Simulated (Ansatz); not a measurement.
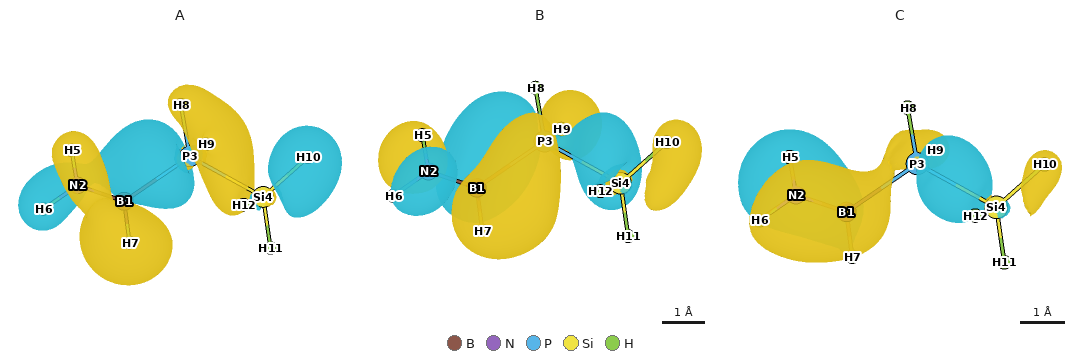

Figure. BH$_{8}$NPSi (charge +1). Three frontier orbitals at ±0.08 Å⁻³ᐟ² (yellow and cyan are the two phases), in no order.

Geometry: BLYP-D3(BJ)/def2-SVP.

These are results of isolated molecule in a Gaussian basis; Kohn-Sham density functional theory, functional PBE0 in Ansatz, not measurements.

```xyz
12

B    -1.8738    0.4182   -0.8771
N    -2.9751   -0.3581   -1.1646
P    -1.5669    1.1087    0.9430
Si    0.3744    0.3223    1.9752
H    -3.7221   -0.6196   -0.5149
H    -3.1267   -0.7278   -2.1102
H    -1.0165    0.7123   -1.6686
H    -2.6724    0.9076    1.8184
H    -1.4697    2.5267    0.8717
H     0.4226    1.0453    3.2758
H     1.4435    0.6975    1.0090
H     0.1337   -1.1432    2.0859
```

Q: Which picture is the HOMO−1, the HOMO and the LUMO?

A: A is the HOMO−1 (−14.03 eV). It lies mainly on P3 (about 30 %), B1 (about 25 %), H7 (about 15 %), N2 (about 10 %), Si4 (about 10 %) and H10 (about 5 %). C is the HOMO (−13.57 eV). Its weight (Hirshfeld) is mainly on N2 (about 60 %), B1 (about 20 %) and P3 (about 5 %). B is the LUMO (−5.91 eV). By Hirshfeld shares it lies mainly on B1 (about 30 %), P3 (about 25 %), N2 (about 15 %) and Si4 (about 15 %).

Q: What is the HOMO–LUMO gap?

A: 7.66 eV between the orbital energies.
